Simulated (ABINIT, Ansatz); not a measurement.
## Be3N2 (R3m): one start, several treatments of the self-energy

How much does the gap of Be3N2 (R3m) depend on the approximation to the self-energy?

Program: ABINIT 10.8.3. Level of theory: LDA and many-body steps on it, plane waves. Results are calculated unless marked as measured.

**1. The starting structure**

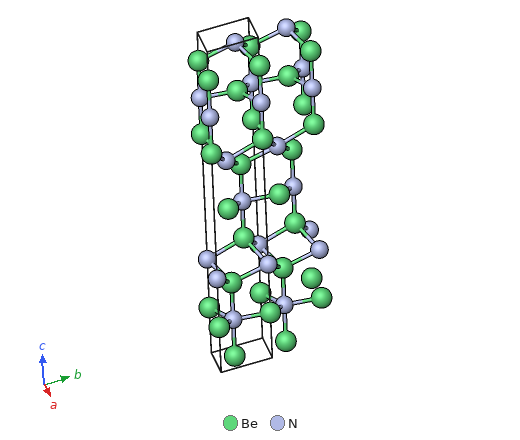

The cell as given, slightly off an axis (beryllium green, nitrogen light blue). 1×2×1 cells are drawn. This picture shows the conventional cell, with its axes. Bonds to atoms that aren't drawn are left out. Some periodic images of atoms are drawn too.

The cell and positions are those that the Materials Project relaxed with its own functionals (PBE, PBE+U or r2SCAN), kept fixed.

**2. Empty states on the mesh, 4×4×4 mesh, 120 bands**

This step: ABINIT 10.8.3; DFT, LDA, plane waves, norm-conserving pseudopotentials.

The sums over transitions need many empty states on a uniform mesh; this step solves for them.

Input file run.abi:

```
acell 3*1.0 Angstrom
rprim 
  1.419805055509 0.819724830995 4.866215662800
  -1.419805055509 0.819724830995 4.866215662800
  -0.000000000000 -1.639449661990 4.866215662800
ntypat 2
znucl 4 7
natom 5
typat 1 1 1 2 2
xred 
  0.859001080000 0.859001080000 0.859001080000
  0.317694560000 0.317694560000 0.317694560000
  0.088806770000 0.088806770000 0.088806770000
  0.204162680000 0.204162680000 0.204162680000
  0.708434910000 0.708434910000 0.708434910000
pp_dirpath "pseudos"
pseudos "Be.upf, N.upf"
ecut 38
ngkpt 4 4 4
nshiftk 1
shiftk 0 0 0
kptopt 1
chksymbreak 0
irdden 1
istwfk *1
nband 120
prtvol 0
optdriver 6
gwr_task "HDIAGO"
paral_kgb 0
occopt 1
indata_prefix "in"
outdata_prefix "out"
tmpdata_prefix "tmp"
```

On the command line:

```sh
> OMP_NUM_THREADS=1 mpirun -n 4 abinit run.abi > log
```

What it wrote:

```text
.Version 10.8.3 of ABINIT. v10.8.2 released Aug 2026.

 Symmetries : space group R3 m (#160); Bravais hR (rhombohedral)
[... echo of the input left out ...]
== DATASET  1 ==================================================================
-   mpi_nproc: 4, omp_nthreads: 1 (-1 if OMP is not activated)

--- !DatasetInfo
iteration_state: {dtset: 1, }
dimensions: {natom: 5, nkpt: 13, mband: 120, nsppol: 1, nspinor: 1, nspden: 1, mpw: 2590, }
cutoff_energies: {ecut:  38.0, pawecutdg:  -1.0, }
[...]
Indirect band gap semiconductor
 Fundamental gap:     2.731 (eV)
   VBM:     5.933 (eV) at k: [ 0.0000E+00,  0.0000E+00,  0.0000E+00]
   CBM:     8.664 (eV) at k: [ 5.0000E-01,  5.0000E-01,  0.0000E+00]
 Direct gap:         3.792 (eV) at k: [ 5.0000E-01,  5.0000E-01,  0.0000E+00]

== END DATASET(S) ==============================================================
================================================================================

 -outvars: echo values of variables after computation  --------
           etotal      0.0000000000E+00
            nband         120
             nkpt          13
          spgroup         160
 [... the other variables as echoed above ...]

 Calculation completed.
```

Elapsed: 58 s, on 4 MPI ranks of Arm Neoverse V2, shared host; peak memory 1.7 GiB; 3.9 min of CPU time.

This step gave:

```
gap                                                           : 2.731 eV
k of the valence top                                          : 0, 0, 0
k of the conduction bottom                                    : 0.5, 0.5, 0
least direct gap                                              : 3.792 eV
k points computed                                             : 13
lowest point of the top converged band, above the valence top : 101.1136 eV
```

On this mesh the gap is 2.731 eV.

The density comes from a self-consistent run that is not shown.

**3. Screening, 4×4×4 mesh, 52 bands, screening to 141.5 eV**

The RPA dielectric matrix is built and inverted for each q.

This step: RPA screening on LDA, plane waves, norm-conserving pseudopotentials.

Changes to run.abi since step 2:

```diff
@@ -23,10 +23,11 @@
 chksymbreak 0
-irdden 1
 istwfk *1
-nband 120
-prtvol 0
-optdriver 6
-gwr_task "HDIAGO"
-paral_kgb 0
 occopt 1
+irdwfk 1
+optdriver 3
+nband 52
+ecuteps 5.2
+inclvkb 2
+awtr 1
+symchi 1
 indata_prefix "in"
```

What it wrote:

```text
.Version 10.8.3 of ABINIT. v10.8.2 released Aug 2026.

 Symmetries : space group R3 m (#160); Bravais hR (rhombohedral)
[... echo of the input left out ...]
== DATASET  1 ==================================================================
-   mpi_nproc: 4, omp_nthreads: 1 (-1 if OMP is not activated)

--- !DatasetInfo
iteration_state: {dtset: 1, }
dimensions: {natom: 5, nkpt: 13, mband: 52, nsppol: 1, nspinor: 1, nspden: 1, mpw: 2590, }
cutoff_energies: {ecut:  38.0, pawecutdg:  -1.0, }
electrons: {nelect:   2.20000000E+01, charge:   0.00000000E+00, occopt:   1.00000000E+00, tsmear:   1.00000000E-02, }

 SCREENING: Calculation of the susceptibility and dielectric matrices

 Based on a program developped by R.W. Godby, V. Olevano, G. Onida, and L. Reining.
 Incorporated in ABINIT by V. Olevano, G.-M. Rignanese, and M. Torrent.
.Using double precision arithmetic ; gwpc =  8

[... cell and pseudopotentials left out ...]
--------------------------------------------------------------------------------

 ==== K-mesh for the wavefunctions ====
 Number of points in the irreducible wedge :    13
[... list of points left out ...]
 Together with  6 symmetry operations and time-reversal symmetry
 yields    64 points in the full Brillouin Zone.

 ==== Q-mesh for the screening function ====
 Number of points in the irreducible wedge :    13
[... list of points left out ...]
 Together with  6 symmetry operations and time-reversal symmetry
 yields    64 points in the full Brillouin Zone.

 setmesh: FFT mesh size selected  =    40x   40x   40
          total number of points  =        64000

 vcoul_init : cutoff-mode = AUXILIARY_FUNCTION
 q-points for optical limit:   1
     1)      0.000010    0.000020    0.000030

- screening: taking advantage of time-reversal symmetry
- Maximum band index for partially occupied states nbvw = 11
- Remaining bands to be divided among processors   nbcw = 41
- Number of bands treated by each node ~10

 Number of electrons calculated from density =   22.0000; Expected =   22.0000
 average of density, n =  0.095937
 r_s =    1.3551
 omega_plasma =   29.8778 [eV]

 calculating chi0 at frequencies [eV] :
  1    0.000000E+00    0.000000E+00
  2    0.000000E+00    2.987782E+01

--------------------------------------------------------------------------------
  q-point number  1        q = ( 0.000000, 0.000000, 0.000000) [r.l.u.]
--------------------------------------------------------------------------------
[... chi0 elements left out ...]
 For q-point:  0.000010 0.000020 0.000030
  dielectric constant =   4.7641
  dielectric constant without local fields =   5.1741

  Average fulfillment of the sum rule on Im[epsilon] for q-point    1 :     56.60  [%]
[... wings left out ...]
  q-point number  2        q = ( 0.250000, 0.000000, 0.000000) [r.l.u.]
--------------------------------------------------------------------------------
[... chi0 elements left out ...]
  Average fulfillment of the sum rule on Im[epsilon] for q-point    2 :     66.92  [%]

 [... 11 further q-points ...]
```

The job ended after 44 s (4 MPI ranks; peak memory 1.5 GiB; 2.9 min of CPU time).

This step gave:

```
ε∞ with local fields, on this mesh, along the program's q direction : 4.764
the same without local fields                                       : 5.174
plasma frequency                                                    : 29.88 eV
plane waves in the screening matrix                                 : 129
```

Local fields lower ε∞ by 8 %.

**4. G0W0, Godby-Needs plasmon pole**

The self-energy is evaluated for the states that the input lists, and the levels follow from it, in one-shot runs by the linearised quasiparticle equation.

This step: G0W0 on LDA, plane waves, norm-conserving pseudopotentials.

Changes to run.abi since step 3:

```diff
@@ -26,8 +26,17 @@
 irdwfk 1
-optdriver 3
+optdriver 4
 nband 52
+gwcalctyp 0
+ecutsigx 38
+symsigma 1
+nkptgw 2
+kptgw 
+  0.0000000000 0.0000000000 0.0000000000
+  0.5000000000 0.5000000000 0.0000000000
+bdgw 
+  10 13
+  10 13
 ecuteps 5.2
-inclvkb 2
-awtr 1
-symchi 1
+irdscr 1
+ppmodel 1
 indata_prefix "in"
```

What it wrote:

```text
.Version 10.8.3 of ABINIT. v10.8.2 released Aug 2026.

 Symmetries : space group R3 m (#160); Bravais hR (rhombohedral)
[... echo of the input left out ...]
== DATASET  1 ==================================================================
-   mpi_nproc: 4, omp_nthreads: 1 (-1 if OMP is not activated)

--- !DatasetInfo
iteration_state: {dtset: 1, }
dimensions: {natom: 5, nkpt: 13, mband: 52, nsppol: 1, nspinor: 1, nspden: 1, mpw: 2590, }
cutoff_energies: {ecut:  38.0, pawecutdg:  -1.0, }
electrons: {nelect:   2.20000000E+01, charge:   0.00000000E+00, occopt:   1.00000000E+00, tsmear:   1.00000000E-02, }

 SIGMA: Calculation of the GW corrections

 Based on a program developped by R.W. Godby, V. Olevano, G. Onida, and L. Reining.
 Incorporated in ABINIT by V. Olevano, G.-M. Rignanese, and M. Torrent.
.Using double precision arithmetic ; gwpc =  8

[... cell and pseudopotentials left out ...]
--------------------------------------------------------------------------------

 ==== K-mesh for the wavefunctions ====
 Number of points in the irreducible wedge :    13
[... list of points left out ...]
 Together with  6 symmetry operations and time-reversal symmetry
 yields    64 points in the full Brillouin Zone.

 ==== Q-mesh for screening function ====
 Number of points in the irreducible wedge :    13
[... list of points left out ...]
 Together with  6 symmetry operations and time-reversal symmetry
 yields    64 points in the full Brillouin Zone.

 vcoul_init : cutoff-mode = AUXILIARY_FUNCTION
 q-points for optical limit:   1
     1)      0.000010    0.000020    0.000030
 setmesh: FFT mesh size selected  =    54x   54x   54
          total number of points  =       157464

 Number of electrons calculated from density =   22.0000; Expected =   22.0000
 average of density, n =  0.095937
 r_s =    1.3551
 omega_plasma =   29.8778 [eV]

 === KS Band Gaps ===
  >>>> For spin  1
   Minimum direct gap =   3.7920 [eV], located at k-point      :   0.5000  0.5000  0.0000
   Fundamental gap    =   2.7311 [eV], Top of valence bands at :   0.0000  0.0000  0.0000
                                       Bottom of conduction at :   0.5000  0.5000  0.0000
 SIGMA fundamental parameters:
 PLASMON POLE MODEL  1
 number of plane-waves for SigmaX                 2557
 number of plane-waves for SigmaC and W            129
 number of plane-waves for wavefunctions          2557
 number of bands                                    52
 number of independent spin polarizations            1
 number of spinorial components                      1
 number of k-points in IBZ                          13
 number of q-points in IBZ                          13
 number of symmetry operations                       6
 number of k-points in BZ                           64
 number of q-points in BZ                           64
 number of frequencies for dSigma/dE                 9
 frequency step for dSigma/dE [eV]                0.25
 number of omega for Sigma on real axis              0
 max omega for Sigma on real axis  [eV]           0.00
 zcut for avoiding poles [eV]                     0.10

 EPSILON^-1 parameters (SCR file):
 dimension of the eps^-1 matrix on file            129
 dimension of the eps^-1 matrix used               129
 number of plane-waves for wavefunctions          2557
 number of bands                                    52
 number of q-points in IBZ                          13
 number of frequencies                               2
 number of real frequencies                          1
 number of imag frequencies                          1

 matrix elements of self-energy operator (all in [eV])

 Perturbative Calculation

--- !SelfEnergy_ee
iteration_state: {dtset: 1, }
kpoint     : [   0.000,    0.000,    0.000, ]
spin       : 1
KS_gap     :    6.136
QP_gap     :    7.716
Delta_QP_KS:    1.580
data: !SigmaeeData |
     Band     E0 <VxcDFT>   SigX SigC(E0)      Z dSigC/dE  Sig(E)    E-E0       E
       10   5.933 -17.556 -21.694   3.619   0.807  -0.239 -17.975  -0.419   5.514
       11   5.933 -17.556 -21.694   3.619   0.807  -0.239 -17.975  -0.419   5.514
       12  12.069 -13.924  -8.230  -4.281   0.821  -0.217 -12.764   1.160  13.229
       13  13.753 -13.224  -6.984  -4.424   0.831  -0.203 -11.714   1.510  15.263

--- !SelfEnergy_ee
iteration_state: {dtset: 1, }
kpoint     : [   0.500,    0.500,    0.000, ]
spin       : 1
KS_gap     :    3.792
QP_gap     :    5.251
Delta_QP_KS:    1.459
data: !SigmaeeData |
     Band     E0 <VxcDFT>   SigX SigC(E0)      Z dSigC/dE  Sig(E)    E-E0       E
       10   4.591 -16.867 -21.327   3.787   0.805  -0.242 -17.408  -0.541   4.050
       11   4.872 -16.774 -20.801   3.479   0.805  -0.242 -17.216  -0.442   4.431
       12   8.664 -11.330  -6.467  -3.657   0.844  -0.185 -10.313   1.018   9.682
       13  13.575 -11.850  -5.860  -4.316   0.842  -0.188 -10.441   1.409  14.984

== END DATASET(S) ==============================================================
================================================================================

 -outvars: echo values of variables after computation  --------
           etotal      0.0000000000E+00
            nband          52
             nkpt          13
          spgroup         160
 [... the other variables as echoed above ...]

 Calculation completed.
```

The job ended after 5.3 s (4 MPI ranks; peak memory 0.67 GiB).

This step gave:

```
G0W0 gap on the points computed              : 4.168 eV
starting gap on the mesh                     : 2.731 eV
k of the valence top                         : 0, 0, 0
k of the conduction bottom                   : 0.5, 0.5, 0
Z at the valence top                         : 0.807
Z at the conduction bottom                   : 0.844
least direct G0W0 gap on the computed points : 5.251 eV
```

The gap on the mesh goes from 2.73 eV to 4.17 eV, a correction of +1.44 eV.

**5. G0W0, Hybertsen-Louie plasmon pole**

Changes to run.abi since step 4:

```diff
@@ -40,3 +40,3 @@
 irdscr 1
-ppmodel 1
+ppmodel 2
 indata_prefix "in"
```

What it wrote:

```text
.Version 10.8.3 of ABINIT. v10.8.2 released Aug 2026.

 Symmetries : space group R3 m (#160); Bravais hR (rhombohedral)
[... echo of the input left out ...]
== DATASET  1 ==================================================================
-   mpi_nproc: 4, omp_nthreads: 1 (-1 if OMP is not activated)

--- !DatasetInfo
iteration_state: {dtset: 1, }
dimensions: {natom: 5, nkpt: 13, mband: 52, nsppol: 1, nspinor: 1, nspden: 1, mpw: 2590, }
cutoff_energies: {ecut:  38.0, pawecutdg:  -1.0, }
electrons: {nelect:   2.20000000E+01, charge:   0.00000000E+00, occopt:   1.00000000E+00, tsmear:   1.00000000E-02, }

 SIGMA: Calculation of the GW corrections

 Based on a program developped by R.W. Godby, V. Olevano, G. Onida, and L. Reining.
 Incorporated in ABINIT by V. Olevano, G.-M. Rignanese, and M. Torrent.
.Using double precision arithmetic ; gwpc =  8

[... cell and pseudopotentials left out ...]
--------------------------------------------------------------------------------

 ==== K-mesh for the wavefunctions ====
 Number of points in the irreducible wedge :    13
[... list of points left out ...]
 Together with  6 symmetry operations and time-reversal symmetry
 yields    64 points in the full Brillouin Zone.

 ==== Q-mesh for screening function ====
 Number of points in the irreducible wedge :    13
[... list of points left out ...]
 Together with  6 symmetry operations and time-reversal symmetry
 yields    64 points in the full Brillouin Zone.

 vcoul_init : cutoff-mode = AUXILIARY_FUNCTION
 q-points for optical limit:   1
     1)      0.000010    0.000020    0.000030
 setmesh: FFT mesh size selected  =    54x   54x   54
          total number of points  =       157464

 Number of electrons calculated from density =   22.0000; Expected =   22.0000
[...]
number of omega for Sigma on real axis              0
 max omega for Sigma on real axis  [eV]           0.00
 zcut for avoiding poles [eV]                     0.10

 EPSILON^-1 parameters (SCR file):
 dimension of the eps^-1 matrix on file            129
 dimension of the eps^-1 matrix used               129
 number of plane-waves for wavefunctions          2557
 number of bands                                    52
 number of q-points in IBZ                          13
 number of frequencies                               2
 number of real frequencies                          1
 number of imag frequencies                          1

 matrix elements of self-energy operator (all in [eV])

 Perturbative Calculation

--- !SelfEnergy_ee
iteration_state: {dtset: 1, }
kpoint     : [   0.000,    0.000,    0.000, ]
spin       : 1
KS_gap     :    6.136
QP_gap     :    7.848
Delta_QP_KS:    1.713
data: !SigmaeeData |
     Band     E0 <VxcDFT>   SigX SigC(E0)      Z dSigC/dE  Sig(E)    E-E0       E
       10   5.933 -17.556 -21.694   3.381   0.856  -0.168 -18.204  -0.648   5.285
       11   5.933 -17.556 -21.694   3.381   0.856  -0.168 -18.204  -0.648   5.285
       12  12.069 -13.924  -8.230  -4.463   0.865  -0.156 -12.859   1.065  13.134
[...]
--- !SelfEnergy_ee
iteration_state: {dtset: 1, }
kpoint     : [   0.500,    0.500,    0.000, ]
spin       : 1
KS_gap     :    3.792
QP_gap     :    5.375
Delta_QP_KS:    1.583
data: !SigmaeeData |
     Band     E0 <VxcDFT>   SigX SigC(E0)      Z dSigC/dE  Sig(E)    E-E0       E
[...]
12   8.664 -11.330  -6.467  -3.872   0.878  -0.139 -10.460   0.871   9.535
       13  13.575 -11.850  -5.860  -4.625   0.874  -0.144 -10.657   1.194  14.769

== END DATASET(S) ==============================================================
================================================================================

 -outvars: echo values of variables after computation  --------
           etotal      0.0000000000E+00
            nband          52
             nkpt          13
          spgroup         160
 [... the other variables as echoed above ...]

 Calculation completed.
```

Wall time 5.3 s (4 MPI ranks); peak memory 0.63 GiB.

This step gave:

| Quantity | Value |
| --- | --- |
| G0W0 gap on the points computed | 4.25 eV |
| starting gap on the mesh | 2.731 eV |
| k of the valence top | 0, 0, 0 |
| k of the conduction bottom | 0.5, 0.5, 0 |
| Z at the valence top | 0.856 |
| Z at the conduction bottom | 0.878 |
| least direct G0W0 gap on the computed points | 5.375 eV |

Against G0W0 in ABINIT (4×4×4 mesh, 52 bands, screening to 141.5 eV, Godby-Needs plasmon pole), the gap moves by +0.082 eV.

**6. G0W0, von der Linden-Horsch plasmon pole**

Changes to run.abi since step 5:

```diff
@@ -40,3 +40,3 @@
 irdscr 1
-ppmodel 2
+ppmodel 3
 indata_prefix "in"
```

What it wrote:

```text
.Version 10.8.3 of ABINIT. v10.8.2 released Aug 2026.

 Symmetries : space group R3 m (#160); Bravais hR (rhombohedral)
[... echo of the input left out ...]
== DATASET  1 ==================================================================
-   mpi_nproc: 4, omp_nthreads: 1 (-1 if OMP is not activated)

--- !DatasetInfo
iteration_state: {dtset: 1, }
dimensions: {natom: 5, nkpt: 13, mband: 52, nsppol: 1, nspinor: 1, nspden: 1, mpw: 2590, }
cutoff_energies: {ecut:  38.0, pawecutdg:  -1.0, }
[...]
Band     E0 <VxcDFT>   SigX SigC(E0)      Z dSigC/dE  Sig(E)    E-E0       E
[...]
12   8.664 -11.330  -6.467  -3.987   0.882  -0.134 -10.558   0.772   9.436
       13  13.575 -11.850  -5.860  -4.567   0.882  -0.134 -10.595   1.255  14.830

== END DATASET(S) ==============================================================
================================================================================

 -outvars: echo values of variables after computation  --------
           etotal      0.0000000000E+00
            nband          52
             nkpt          13
          spgroup         160
 [... the other variables as echoed above ...]

 Calculation completed.
```

The job ended after 4.6 s (4 MPI ranks; peak memory 0.61 GiB; 18 s of CPU time).

This step gave:

```yaml
g0w0_gap_on_the_points_computed: 4.086 eV
starting_gap_on_the_mesh: 2.731 eV
k_of_the_valence_top: 0, 0, 0
k_of_the_conduction_bottom: 0.5, 0.5, 0
least_direct_g0w0_gap_on_the_computed_points: 5.215 eV
```

Against G0W0 in ABINIT (4×4×4 mesh, 52 bands, screening to 141.5 eV, Godby-Needs plasmon pole), the gap moves by −0.082 eV.

(Continued in part 2 of 2.)

[Paths, hosts, dates, memory and timing lines, banners, echoed tables and standing remarks are left out of the program output.]

[Logs are printed without paths, hosts, clocks, repeated set-up lines and the standing remarks that a program may print on its own settings, such as how far it seeks lower states.]

[Runs of the session that timed out or met a known fault of the program may be left out.]

[Hosts, paths, dates, database ids (printed as entryN), source tags and the programs' standing remarks are cut or masked in the printed files.]

[G0W0 gaps are taken among the corrected bands and points alone; a level outside them can change the order at an edge.]

[Where Ansatz stands beside ABINIT at settings called matched, ABINIT's density can come from a denser mesh and the files from another edition; pairs whose starting gaps differed by over 0.03 eV were left out, so agreement reads better than it is.]
